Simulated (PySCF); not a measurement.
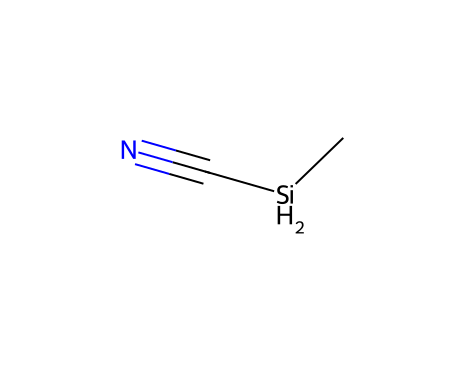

The drawing above gives the connectivity. The computed structure is the end point of a PBE0-D3(BJ)/def2-SVP optimisation. No frequency run is at hand to confirm it as a minimum.

Describe the 3D structure.

The molecule is C₂H₅NSi. SMILES: `C[SiH2]C#N`. It has no ring. Among its groups: nitrile, Si–H bond. This geometry has Cs symmetry. Coordination: 1 C tetrahedral; 1 Si tetrahedral; 1 C linear.

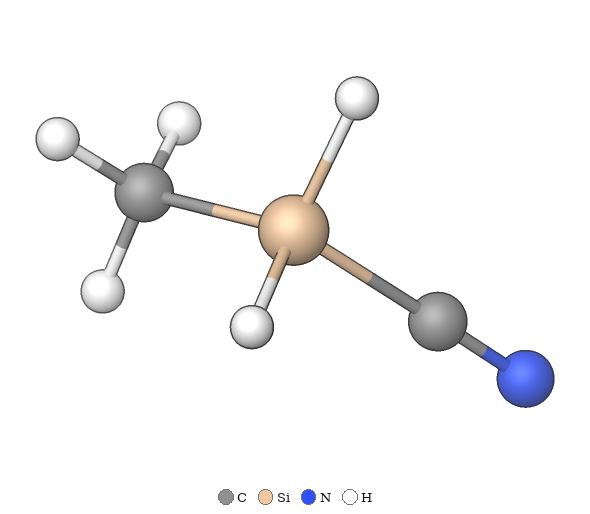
